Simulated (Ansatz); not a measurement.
Relaxed CaO (rock salt):

```xyz
2
Lattice="0.0000 2.4153 2.4153 2.4153 0.0000 2.4153 2.4153 2.4153 0.0000" Properties=species:S:1:pos:R:3 pbc="T T T"
O      0.0000     0.0000     0.0000
Ca     2.4153     2.4153     2.4153
```

In each cell atom 2 (Ca, nearest neighbour O at 2.415 Å; its periodic images, 3.4 Å or more away, move with it) moves by s·(0.577, 0.577, 0.577) (along Cartesian [111]), the rest being held.

Level of theory: PBE (plane waves to 420 eV, PAW, scalar-relativistic; Ansatz, a first-principles code). k mesh 10×10×10 (Γ-centred), Fermi-Dirac smearing 0.05 eV. E stands for the smeared free energy. CaO was relaxed with its symmetry unable to fall. The zero of ΔE is the undisplaced structure.

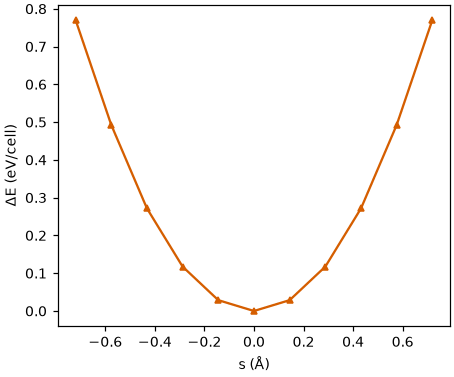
Figure: ΔE (eV/cell) against s (Å); markers are the computed points, lines only join them.

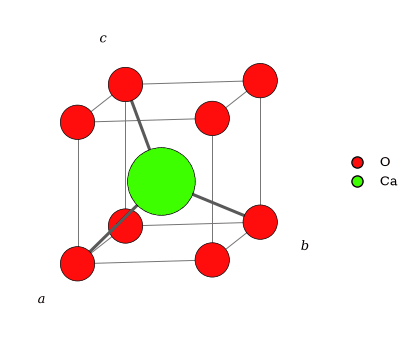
The cell of the calculation at s = -0.720 Å.

The force constant k = d²E/ds² at s = 0 (finite differences) is 2.75 eV/Å², the zone-centre optical wavenumber from k (transverse: no LO-TO term) is 256 cm⁻¹ and the force along the line at s = -0.720 Å is 2.08 eV/Å. The energy at s = 0.720 Å comes out as 771 meV/cell. Harmonic estimate at the end of the scan: ½ks² = 714 meV/cell against the computed 771 meV/cell, so the well is stiffer than harmonic there.

The forces along the line at the two nearest points give (0.402 − (-0.402)) / (2·0.144) = 2.79 eV/Å²; the next pair corrects for the finite step.

(For displaced atoms, the force is minus the slope of the energy, and its curvature is a force constant, which sets phonon frequencies.)
